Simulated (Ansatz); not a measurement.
**AsH$_{6}$NSi (SMILES [SiH3]N[AsH2]): density, localisation and related maps**

```xyz
9

Si   -0.5402    0.6525   -0.8227
N     0.8718    0.2237    0.0603
As    0.9771   -1.0817    1.3599
H    -1.0692   -0.4726   -1.6457
H    -0.2030    1.7893   -1.7206
H    -1.6163    1.0488    0.1239
H     1.7766    0.5152   -0.2704
H    -0.1945   -0.5872    2.2072
H     0.0861   -2.1342    0.6911
```

Geometry: PBE0-D4/def2-TZVP.

Theory: RKS PBE0-D4/def2-TZVPP (Ansatz 0.2.0).

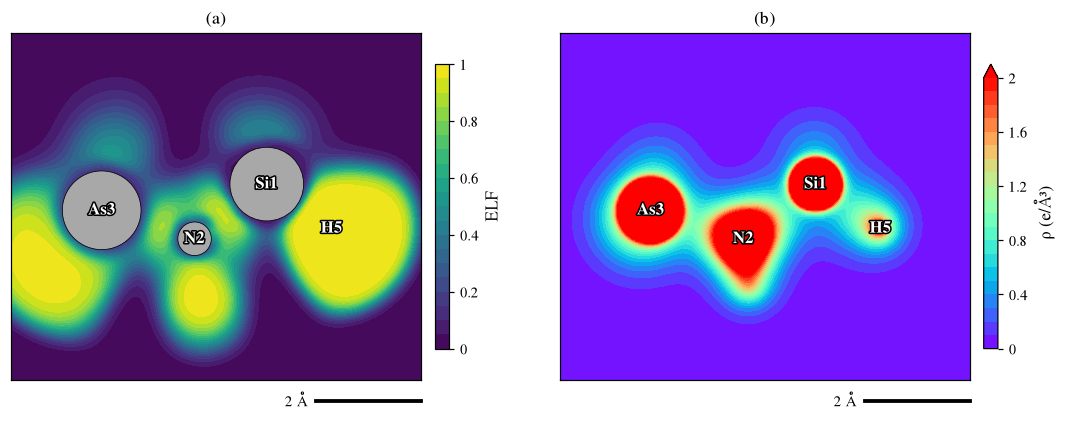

Figure 1. (a) electron localisation function; (b) total electron density on the plane of atoms Si1, N2 and As3. Grey discs cover the atomic cores in the ELF map.

**Read the bonding off the picture.**

- Atoms in the plane: Si, N, As and H.
- Si–N (1.72 Å): ρ at the midpoint is about 1.1 e/Å³; the ELF peaks at about 0.90 between the atoms: a polar covalent bond.
- As–N (1.85 Å): the density is about 1 e/Å³ at the midpoint; the ELF peaks at about 0.85 between the atoms: a shared but strongly polarised pair.
- Si–H (1.49 Å): the density is about 0.81 e/Å³ at the midpoint; the ELF climbs to about 1 towards the hydrogen, as it does in any bond to H.

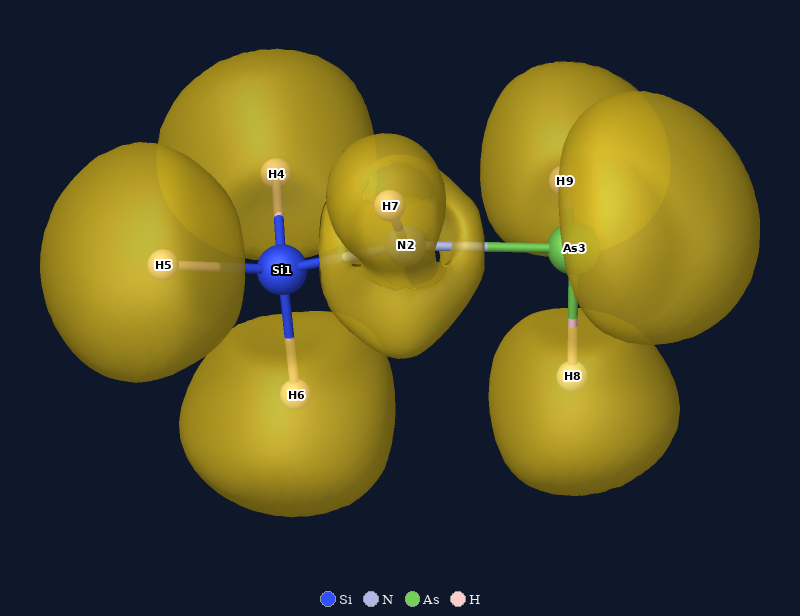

Figure 2. Isosurface of the electron localisation function at 0.75 (yellow), seen from one side. Core shells and regions of very low density are left out.

**What do the ELF domains correspond to?**

The surface consists of five regions around hydrogen nuclei, one lobe on As, pointing away from the bonds (lone pairs) and one joined region spread over several atoms (H, N), in which their bonds and any lone pairs are merged.

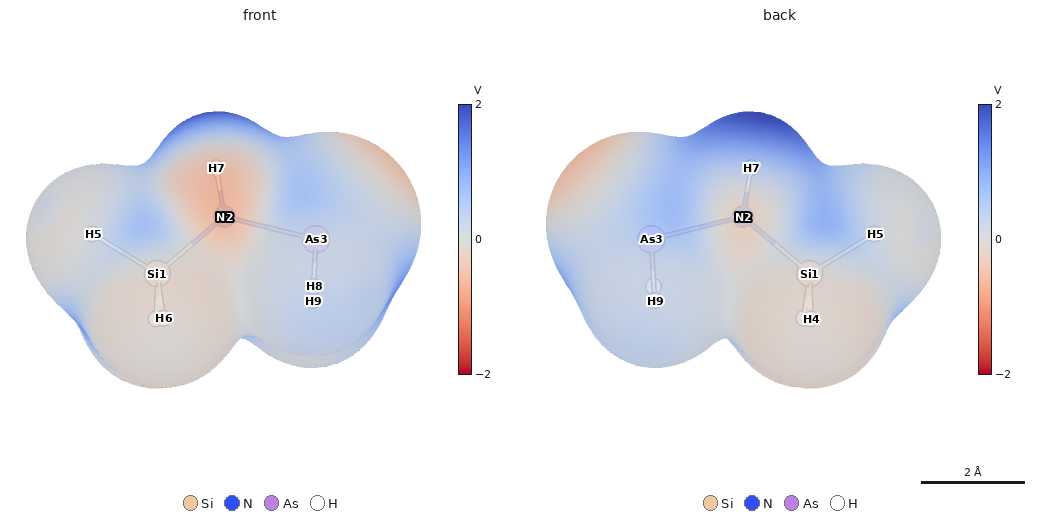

Figure 3. The molecular electrostatic potential painted on the density surface at 0.002 e/bohr³, seen from the front and from behind; the colour scale runs from red (negative) to blue (positive).

**Where is the surface potential most negative and most positive?**

The most negative region (about −0.6 V) lies over N2, the most positive (about +1.9 V) over H7.
